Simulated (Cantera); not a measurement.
A closed system holds: 1 mol Fe₃O₄, 1300 mol H₂, held at 1.33 mbar.

Method: chemical equilibrium by Gibbs-energy minimisation in Cantera with the NASA 1993 tables (ideal gas, pure condensed phases). Candidate condensed phases: Fe, FeO, Fe(OH)₂, Fe(OH)₃, Fe₂O₃, Fe₃O₄, H₂O; 12 gas species. Equilibrium is a limit: real reactors are often held back by kinetics, nucleation or transport.

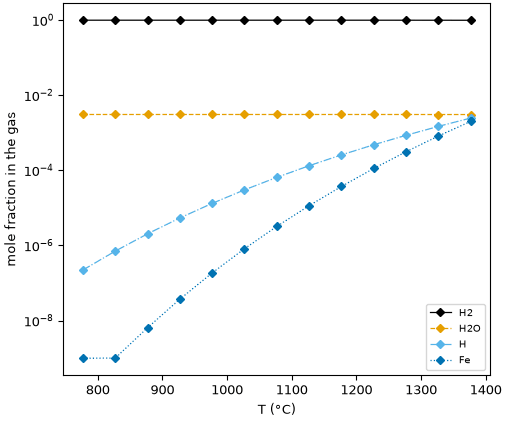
Figure. Equilibrium gas composition (values under 1e-9 drawn at 1e-9)

From 777 °C to 877 °C the condensed part is Fe(α). From 927 °C to 1377 °C the condensed part is Fe(γ).
